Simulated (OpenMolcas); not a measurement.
## Spin-orbit calculation, with input and output: BHF (part 2 of 4)

The same run, continued: BHF, multiplicity 2, SMILES [BH]F; CASSCF/ANO-RCC-VDZ, DKH2 (OpenMolcas 26.06). The geometry comes from this level: GFN2-xTB.

Geometry of the input (Å):
```
B  -0.3472  0.1780  -0.1802
F  0.6182  0.8141  0.4299
H  -0.2710  -0.9921  -0.2497
```

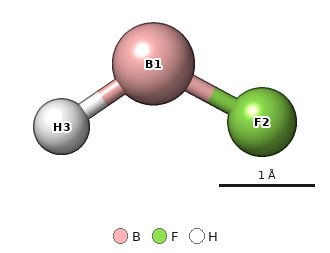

Figure 1. The structure (ball-and-stick view, seen on its broad side; atoms are numbered from 1 in the order of the input).

**The program's output, continued**
```
      Charge (e):
                      =   -0.0000
      Dipole Moment (debye):
      Origin of the operator (angstrom)=    0.2466    0.5296    0.1913
                   X= -2.5301E+00               Y=  7.4384E-02               Z= -1.4311E+00           Total=  2.9078E+00
      Quadrupole Moment (debye*angstrom):
      Origin of the operator (angstrom)=    0.2466    0.5296    0.1913
                  XX= -1.0286E+01              XY= -1.2511E+00              XZ=  1.6139E+00              YY= -1.1519E+01
                  YZ= -5.3582E-01              ZZ= -1.2472E+01
      In traceless form (debye*angstrom)
                  XX=  1.7093E+00              XY= -1.8767E+00              XZ=  2.4209E+00              YY= -1.4015E-01
                  YZ= -8.0372E-01              ZZ= -1.5692E+00
--

      Mulliken spin population analysis for root number:  2
      ---------------------------------------------------

++    Molecular charges:
      ------------------

      Mulliken spin population per centre
      ---------------------------

                B1      F2      H3
      Total    0.9350  0.0650 -0.0000

      Total electronic spin=    1.000000
--

      LoProp population analysis for root number:  2
      -----------------------------------------------

++    LoProp analysis:
      ----------------

++    Static properties:
      ------------------

      LoProp Charges per center

                   B1       F2       H3
      Nuclear      5.0000   9.0000   1.0000
      Electronic  -4.6816  -9.3634  -0.9551

      Total        0.3184  -0.3634   0.0449
--

      Natural Bond Order analysis for root number:  2

++    Natural Bond Order analysis
      ---------------------------
      Based on LoProp computed density
      -------------------------------------------------------------------------------------
      Atom A       Atom B       Bond Order
        B1           H3             0.799
      -------------------------------------------------------------------------------------
      NBO located      1.597 electrons involved in    1 bonds.
      NBO located      0.989 non-bonded electrons on atom B1
      NBO located      1.000 non-bonded electrons on atom F2
      NBO located      0.990 non-bonded electrons on atom F2
      NBO located      1.019 non-bonded electrons on atom F2
      The remaining    2.361 electrons are to be considered as diffuse
--

--

      Von Neumann Entropy (Root   3) =  0.80072

      Mulliken population analysis for root number:  3
      -----------------------------------------------

++    Molecular charges:
      ------------------

      Mulliken charges per centre
      ---------------------------

                B1      F2      H3
      Total    5.2990  8.6274  1.0736

      N-E     -0.2990  0.3726 -0.0736

      Total electronic charge=   15.000000

      Total            charge=   -0.000000
--

      Expectation values of various properties for root number:  3
      -----------------------------------------------------------

++    Molecular properties:
      ---------------------

      Charge (e):
                      =   -0.0000
      Dipole Moment (debye):
      Origin of the operator (angstrom)=    0.2466    0.5296    0.1913
                   X=  4.4385E+00               Y= -3.6448E-01               Z=  2.4879E+00           Total=  5.1012E+00
      Quadrupole Moment (debye*angstrom):
      Origin of the operator (angstrom)=    0.2466    0.5296    0.1913
                  XX= -1.7132E+01              XY=  9.7322E-01              XZ= -3.4401E+00              YY= -1.3375E+01
                  YZ=  3.1603E-01              ZZ= -1.2840E+01
      In traceless form (debye*angstrom)
                  XX= -4.0246E+00              XY=  1.4598E+00              XZ= -5.1601E+00              YY=  1.6115E+00
                  YZ=  4.7404E-01              ZZ=  2.4131E+00
--

      Mulliken spin population analysis for root number:  3
      ---------------------------------------------------

++    Molecular charges:
      ------------------

      Mulliken spin population per centre
      ---------------------------

                B1      F2      H3
      Total    0.0065  0.9935  0.0000

      Total electronic spin=    1.000000
--

      LoProp population analysis for root number:  3
      -----------------------------------------------

++    LoProp analysis:
      ----------------

++    Static properties:
      ------------------

      LoProp Charges per center

                   B1       F2       H3
      Nuclear      5.0000   9.0000   1.0000
      Electronic  -5.4235  -8.5666  -1.0098

      Total       -0.4235   0.4334  -0.0098
--

      Natural Bond Order analysis for root number:  3

++    Natural Bond Order analysis
      ---------------------------
      Based on LoProp computed density
      -------------------------------------------------------------------------------------
      Atom A       Atom B       Bond Order
      -------------------------------------------------------------------------------------
      NBO located      0.993 non-bonded electrons on atom B1
      NBO located      0.999 non-bonded electrons on atom F2
      NBO located      1.008 non-bonded electrons on atom F2
      The remaining    4.724 electrons are to be considered as diffuse
--

--

      Von Neumann Entropy (Root   4) =  1.48459

      Mulliken population analysis for root number:  4
      -----------------------------------------------

++    Molecular charges:
      ------------------

      Mulliken charges per centre
      ---------------------------

                B1      F2      H3
      Total    5.3114  8.6526  1.0361

      N-E     -0.3114  0.3474 -0.0361

      Total electronic charge=   15.000000

      Total            charge=   -0.000000
--

      Expectation values of various properties for root number:  4
      -----------------------------------------------------------

++    Molecular properties:
      ---------------------

      Charge (e):
                      =   -0.0000
      Dipole Moment (debye):
      Origin of the operator (angstrom)=    0.2466    0.5296    0.1913
                   X=  2.9798E+00               Y=  1.0432E+00               Z=  1.7944E+00           Total=  3.6314E+00
      Quadrupole Moment (debye*angstrom):
      Origin of the operator (angstrom)=    0.2466    0.5296    0.1913
                  XX= -1.5165E+01              XY= -4.3659E-01              XZ= -1.0609E+00              YY= -1.3113E+01
                  YZ= -2.2316E-01              ZZ= -1.3997E+01
      In traceless form (debye*angstrom)
                  XX= -1.6097E+00              XY= -6.5489E-01              XZ= -1.5914E+00              YY=  1.4678E+00
                  YZ= -3.3475E-01              ZZ=  1.4184E-01
--

      Mulliken spin population analysis for root number:  4
      ---------------------------------------------------

++    Molecular charges:
      ------------------

      Mulliken spin population per centre
      ---------------------------

                B1      F2      H3
      Total    0.9842  0.0147  0.0012

      Total electronic spin=    1.000000
--

      LoProp population analysis for root number:  4
      -----------------------------------------------

++    LoProp analysis:
      ----------------

++    Static properties:
      ------------------

      LoProp Charges per center

                   B1       F2       H3
      Nuclear      5.0000   9.0000   1.0000
      Electronic  -5.4182  -8.5978  -0.9840

      Total       -0.4182   0.4022   0.0160
--

      Natural Bond Order analysis for root number:  4

++    Natural Bond Order analysis
      ---------------------------
      Based on LoProp computed density
      -------------------------------------------------------------------------------------
      Atom A       Atom B       Bond Order
      -------------------------------------------------------------------------------------
      NBO located      0.993 non-bonded electrons on atom B1
      NBO located      1.000 non-bonded electrons on atom F2
      NBO located      1.015 non-bonded electrons on atom F2
      The remaining    4.710 electrons are to be considered as diffuse
--

--

      Average orbitals are written to the RASORB file
      Natural orbitals for root   1 are written to the RASORB.1 file
      Natural orbitals for root   2 are written to the RASORB.2 file
      Natural orbitals for root   3 are written to the RASORB.3 file
      Natural orbitals for root   4 are written to the RASORB.4 file
      Spin density orbitals for root   1 are written to the SPDORB.1 file
      Spin density orbitals for root   2 are written to the SPDORB.2 file
      Spin density orbitals for root   3 are written to the SPDORB.3 file
      Spin density orbitals for root   4 are written to the SPDORB.4 file

--- Stop Module: rasscf /rc=_RC_ALL_IS_WELL_ ---
           step6.RasOrb.2 step6.RasOrb.3 step6.RasOrb.4 step6.rasscf.h5 step6.SpdOrb.1 step6.SpdOrb.2 step6.SpdOrb.3 step6.SpdOrb.4 xmldump
--- Module rasscf spent 1 second ---

>>> COPY step6.JobIph JOB001

--- Start Module: rasscf ---

                                              &RASSCF

                       available to each process: 1.9 GB of memory, 1 thread

      Header of the ONEINT file:
      --------------------------

      OrdInt status: non-squared

      Cartesian coordinates in angstrom:
      -----------------------------------------------------
      No.  Label        X            Y            Z
      -----------------------------------------------------
       1   B1        -0.34724000   0.17801000  -0.18022000
       2   F2         0.61822000   0.81409000   0.42994000
       3   H3        -0.27098000  -0.99210000  -0.24972000
      -----------------------------------------------------
      Nuclear repulsion energy =   22.70941201

++    Wave function specifications:
      -----------------------------

      Number of closed shell electrons          12
      Number of electrons in active shells       3
      Max number of holes in RAS1 space          0
      Max nr of electrons in RAS3 space          0
      Number of inactive orbitals                6
      Number of active orbitals                  3
      Number of secondary orbitals              11
      Spin quantum number                      1.5
      State symmetry                             1
--

++    Orbital specifications:
      -----------------------

      Symmetry species                           1
                                                 a
      Frozen orbitals                            0
      Inactive orbitals                          6
      Active orbitals                            3
      RAS1 orbitals                              0
      RAS2 orbitals                              3
      RAS3 orbitals                              0
      Secondary orbitals                        11
      Deleted orbitals                           0
      Number of basis functions                 20
--

++    CI expansion specifications:
      ----------------------------

      Number of CSFs                             1
      Number of determinants                     1
      Number of root(s) required                 1
      Root chosen for geometry opt.              1
      CI root used                               1

      highest root included in the CI            1
      max. size of the explicit Hamiltonian      1
--

++    Optimization specifications:
      ----------------------------

      RASSCF algorithm: Conventional
      Maximum number of macro iterations       200
      Maximum number of SX iterations          100
      Threshold for RASSCF energy            1.000E-08
      Threshold for max MO rotation          1.000E-01
      Threshold for max BLB element          1.000E-04
      Level shift parameter                  5.000E-01
      Make Quasi-Newton update
--

      The MO-coefficients are taken from the file:
      step2.RasOrb
      Title: RASSCF average (pseudo-natural) orbitals

      Total molecular charge    0.00

      ************************************************************************************************************************
      *                                            Wave function control section                                             *
      ************************************************************************************************************************

                                         RASSCF iterations: Energy and convergence statistics
                                         ----------------------------------------------------

          iter iter root      energy       change     param      element    value   shift minimum  type update hh:mm:ss
 Nr of preliminary CI iterations:   1
        1   1    6    1  -124.44047677    0.00E+00   5.98E-02    4  16 1 -1.35E-01*  0.62   0.00    SX    NO    0:00:00
        2   1    5    1  -124.47428533   -3.38E-02* -2.19E-02    3  20 1 -4.54E-02*  0.51   0.00    SX    NO    0:00:00
        3   1    5    1  -124.47688014   -2.59E-03* -1.38E-02    6   8 1  1.35E-02*  0.52   0.00    SX    NO    0:00:00
        4   1    5    1  -124.47758170   -7.02E-04* -8.66E-03    6   8 1  8.44E-03*  0.51   0.00    SX    NO    0:00:00
        5   1    5    1  -124.47781374   -2.32E-04* -1.19E-02    6   8 1  5.27E-03*  0.51   2.42    LS   YES    0:00:00
        6   1    4    1  -124.47793621   -1.22E-04*  1.45E-03    3  20 1  2.04E-03*  0.51   1.03    QN   YES    0:00:00
        7   1    4    1  -124.47794429   -8.09E-06*  1.25E-03    5   8 1 -6.77E-04*  0.51   1.86    LS   YES    0:00:00
        8   1    4    1  -124.47794651   -2.21E-06*  2.73E-04    3  20 1 -7.62E-04*  0.51   1.00    QN   YES    0:00:00
        9   1    4    1  -124.47794692   -4.14E-07*  2.34E-04    3  20 1 -1.95E-04*  0.51   1.34    QN   YES    0:00:00
       10   1    4    1  -124.47794701   -8.79E-08* -1.14E-04    6  10 1  5.06E-05   0.51   1.31    QN   YES    0:00:00
       11   1    3    1  -124.47794703   -1.56E-08* -3.92E-05    3  20 1  4.75E-05   0.51   1.33    QN   YES    0:00:00
       12   1    3    1  -124.47794703   -2.94E-09   1.20E-05    3  20 1  1.70E-05   0.51   1.31    QN   YES    0:00:00
      Convergence after 12 iterations
       13   1    3    1  -124.47794703   -5.19E-10   1.20E-05    6  11 1  7.05E-06   0.51   1.31    QN   YES    0:00:00

      ************************************************************************************************************************
                                                      Wave function printout:
                       occupation of active orbitals, and spin coupling of open shells (u,d: Spin up or down)
      ************************************************************************************************************************

      Note: transformation to natural orbitals
      has been made, which may change the order of the CSFs.

      printout of CI-coefficients larger than  0.05 for root  1
      energy=    -124.477947
      conf/sym  111     Coeff  Weight
             1  uuu   1.00000 1.00000

      Natural orbitals and occupation numbers for root  1
      sym 1:   1.000000   1.000000   1.000000

      ************************************************************************************************************************
      *                                                    Final results                                                     *
      ************************************************************************************************************************

++    Final optimization conditions:
      ------------------------------

      Average CI energy                            -124.47794703
      RASSCF energy for state  1                   -124.47794703
      Super-CI energy                                -0.00000000
      RASSCF energy change                           -0.00000000
      Max change in MO coefficients               1.518E-05
      Max non-diagonal density matrix element     1.196E-05
      Maximum BLB matrix element                  7.047E-06
      (orbital pair   6,  11 in symmetry   1)
      Norm of electronic gradient            1.075E-05
--

      Final state energy(ies):
      ------------------------

::    RASSCF root number  1 Total energy:   -124.47794703
      Von Neumann Entropy (Root   1) =  1.50000

      Mulliken population analysis for root number:  1
      -----------------------------------------------

++    Molecular charges:
      ------------------

      Mulliken charges per centre
      ---------------------------

                B1      F2      H3
      Total    5.2892  8.6643  1.0466

      N-E     -0.2892  0.3357 -0.0466

      Total electronic charge=   15.000000

      Total            charge=   -0.000000
--
```
